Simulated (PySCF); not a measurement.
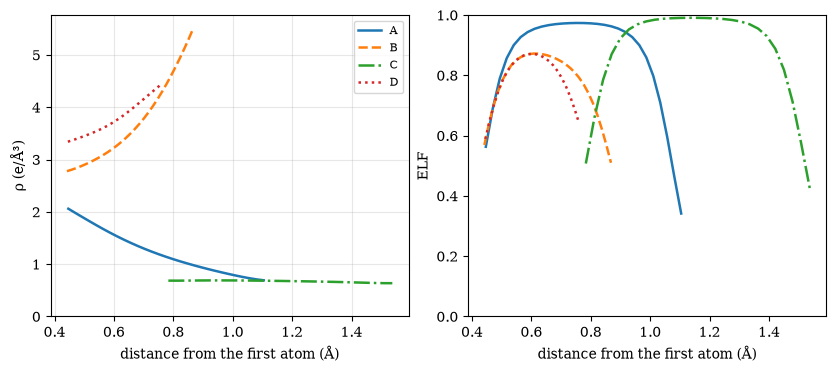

The picture shows: C₃H₈N₂OSi₂. Total electron density and ELF along straight lines between neighbouring atoms. The curves leave out the atomic cores.

Geometry: GFN2-xTB.

Method: PySCF, CAM-B3LYP/def2-SVPD, SCF density, gas phase.

The calculation's input:

```
{"job": {"kind": "uv", "xc": "CAM-B3LYP", "basis": "def2-SVPD", "nstates": 8, "ntriplets": 3}, "charge": 0, "multiplicity": 1}
C      0.302656    -1.665072    -1.094182
Si     0.278274    -0.159339     0.080675
Si     2.139685     1.225872     0.064372
C     -0.133294    -0.892716     1.761469
N     -0.407813    -1.298947     2.799287
C     -1.330326     0.837989    -0.321800
N     -2.445456     0.595402     0.394897
O     -1.303856     1.654854    -1.224726
H     -0.595802    -2.271923    -1.003960
H      0.374159    -1.333919    -2.127038
H      1.156490    -2.306149    -0.890418
H      1.934262     2.386591    -0.797501
H      2.453110     1.692705     1.418532
H      3.308038     0.485301    -0.426792
H     -3.288413     1.113687     0.195120
H     -2.449313    -0.055392     1.160657
```

Run with:

```sh
OMP_NUM_THREADS=1 python probes_run.py task.json out
```

Q: Which curve belongs to which contact (C–N, C–O, C–Si and Si–Si)? The first atom named is at distance zero.

A: Curve A: C–Si (1.88 Å): ρ at the midpoint is about 0.87 e/Å³; the ELF peaks at about 1 between the atoms, as expected for localised, covalent bonding. Curve B: C–O (1.22 Å): ρ at the midpoint is about 3.3 e/Å³; the ELF peaks at about 0.85 between the atoms: a short, multiple covalent bond. Curve C: Si–Si (2.32 Å): ρ at the midpoint is about 0.68 e/Å³; the ELF peaks at about 1 between the atoms, as expected for a shared electron pair. Curve D: C–N (1.15 Å): ρ is about 3.6 e/Å³ halfway; the ELF peaks at about 0.85 between the atoms: a multiple bond.
